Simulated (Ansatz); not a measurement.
## How far to go with shifted k-point meshes: In2Se3 (P1, 5 atoms in the cell)

```
In2Se3
1.0
    3.96348     0.00000     0.00000
    1.98014     3.43370     0.00000
    0.01639     0.02825     9.83448
In Se
2 3
Direct
  0.33315   0.33413   0.81545
  0.66685   0.66583   0.18963
  0.00000   0.00000   0.00000
  0.33344   0.33118   0.32365
  0.66656   0.66882   0.67635
```

Method: PBEsol, default PAW files made with PBE (plane waves; Ansatz, a quantum-chemistry and plane-wave program).

Base settings: basis.ecutwfc = 420 eV; kpoints.mp_grid.grid = 6 6 2; hamiltonian.xc = pbesol; hamiltonian.pseudopotentials = {kind: paw} (the program's default PAW files); scf.occupations.method = gaussian; scf.occupations.width = 0.2 eV.

In this ladder: kpoints.mp_grid.shift = 0.5 0.5 0.5.

Only quantities that move along the ladder and can be compared are tabulated.

The count of work is k-points × plane waves × bands × iterations; it is no time. 

The starting cell comes from a database of computed structures (which also holds hypothetical and non-ambient phases and stackings), without a prior relaxation at this level. Its lattice was rescaled by up to half a per cent. One atom was moved a little off its site on purpose. Ansatz's pressure includes its estimate of the finite-basis (Pulay) stress. A gap is left out here, as mesh or smearing make it unsure.

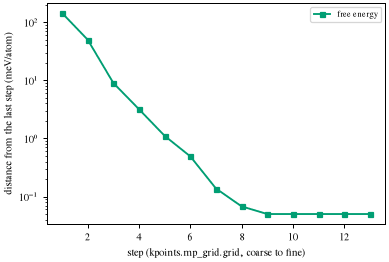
*Distance from the last step along the ladder; very small values are drawn at a floor.*

```tsv
kpoints.mp_grid.grid	free energy less the last step's (meV/atom)	pressure (GPa)	largest difference of a force vector from the last step's (eV/Å)	count of work / last
2 2 1	-144.11	-1.79	0.344	0.0026
3 3 1	-50.02	-1.05	0.116	0.0066
4 4 2	-9.00	-0.74	0.024	0.018
5 5 2	-3.18	-0.67	0.015	0.025
6 6 2	-1.11	-0.65	0.012	0.042
7 7 3	-0.49	-0.65	0.007	0.098
8 8 3	-0.14	-0.65	0.006	0.13
9 9 4	-0.07	-0.64	0.004	0.19
10 10 4	-0.02	-0.64	0.003	0.23
11 11 4	0.00	-0.64	0.002	0.28
12 12 5	0.00	-0.64	0.001	0.42
14 14 5	0.00	-0.64	0.000	0.57
15 15 6	0.00	-0.64	0.000	0.78
17 17 6	0.00	-0.64	0.000	1.0
```

Coarsest kpoints.mp_grid.grid that holds the free energy within 1 meV/atom of the last step, with all finer ones: 7 7 3, at 0.098 of the last step's count of work; the step before is off by 1.1 meV/atom.

Coarsest kpoints.mp_grid.grid that holds the forces within 0.005 eV/Å of the last step, with all finer ones: 9 9 4, at 0.19 of the last step's count of work; the step before is off by 0.006 eV/Å.

Coarsest kpoints.mp_grid.grid that holds the pressure within 0.5 GPa of the last step, with all finer ones: 3 3 1, at 0.0066 of the last step's count of work; the step before is off by 1.1 GPa.

Left out of this page: 2 runs of the series stopped by limits of time or memory.

Keys are those of Ansatz 0.2.
